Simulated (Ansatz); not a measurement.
# Depolarisation of Y on Be(0001): the Topping model put to the test

In Topping's model the dipole per adsorbate falls as μ = μ₀/(1 + 9αn^(3/2)), with n the density and α a polarisability, so 1/μ is a straight line in n^(3/2).

How it was computed: Ansatz 0.2.0, plane waves with PAW datasets (its set soft_2), PBE; 4 layers at the tabulated experimental lattice constant with the lower two held, adsorbates relaxed from the fcc site, dipole correction. μ is the change of the cell's dipole per adsorbate, positive end outwards.

| run | n^(3/2) (nm⁻³) | 1/μ (1/D) |
| --- | --- | --- |
| 0.0625 ML | 1.61 | 0.201 |
| 0.111 ML | 3.83 | ? |
| 0.25 ML | 12.92 | 1.054 |

Q: Estimate the withheld value from the rows shown.

Two rows fix a line: slope = (1.054 − 0.201) / (12.92 − 1.61) = 0.07542, intercept 0.07957. The intercept gives μ₀ = 1/0.0796 = 12.57 D, and slope over intercept 9α = 0.948 nm³, or α = 105 Å³, an effective value that holds the metal's image. At 3.83 it gives 0.07542 × 3.83 + 0.07957 = 0.368 1/D. Rounding of the rows alone allows about ±0.001 1/D there; two rows can't show whether the line holds.

The run itself gives 0.297 1/D: a miss of −0.071 1/D, or 23.9 % of the value. In dipoles that is 2.72 D predicted against 3.37 D found. A miss this large means that the model doesn't hold over this range, and μ₀ and α above are fit values without physical meaning.

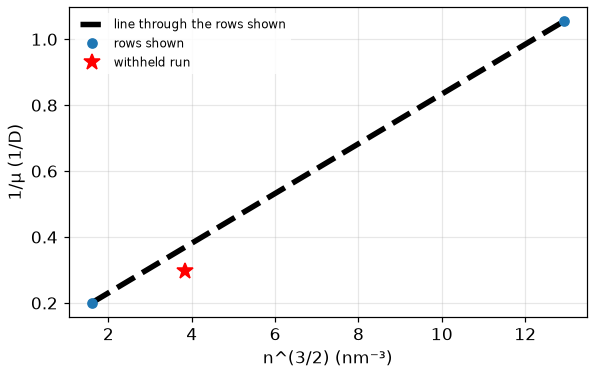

The fit and the withheld run.

Caveats: Heights and bonding change with coverage, which the model leaves out; its factor is about 9 for square and hexagonal arrays and differs for rectangular ones and rows; and slabs this thin add errors of their own. The test is put only to electropositive adsorbates whose dipole falls by a fifth or more between the two rows shown.
